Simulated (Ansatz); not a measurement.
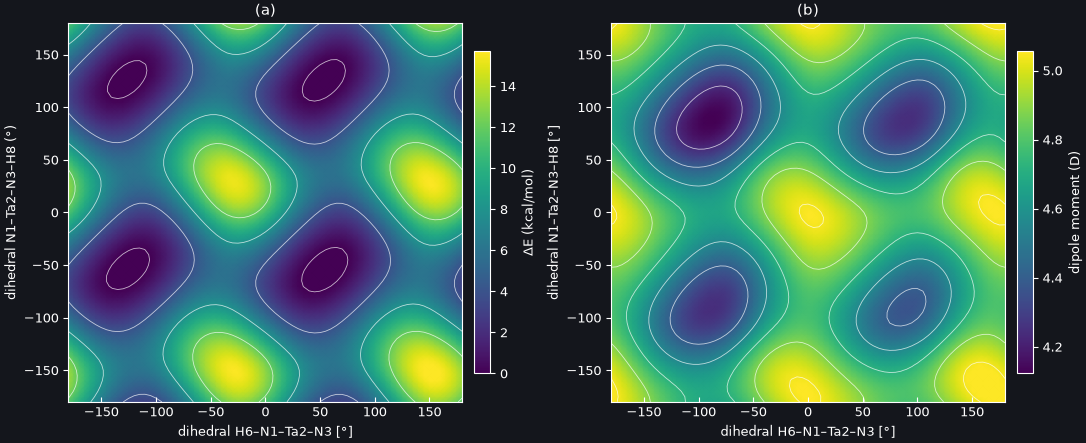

ClH4N2STa, SMILES [NH2][Ta]([NH2])(=[S])[Cl]. 
- Coordinates scanned: (1) dihedral H6–N1–Ta2–N3; (2) dihedral N1–Ta2–N3–H8.
- Nothing is relaxed (all other coordinates rigid).
- The grid has 10 × 10 points.
- Points are written as (first, second).
- Energies: kcal/mol, counted from the lowest grid point.
- Method: Ansatz, RKS PBE-D4/def2-SVP.

Panel (a) is the energy; panel (b) is the computed dipole moment, in D.

Drawn: a smooth colour map with a few white contour lines. Between grid points the surface is interpolated.

**How does the dipole moment vary over the map, and what is it at the lowest grid point?**

Leaving out the highest fifth of the energies, it runs from 4.19 D at (−72°, 108°) to 4.95 D at (−180°, −36°). At the lowest grid point, (36°, −72°), it is 4.71 D.
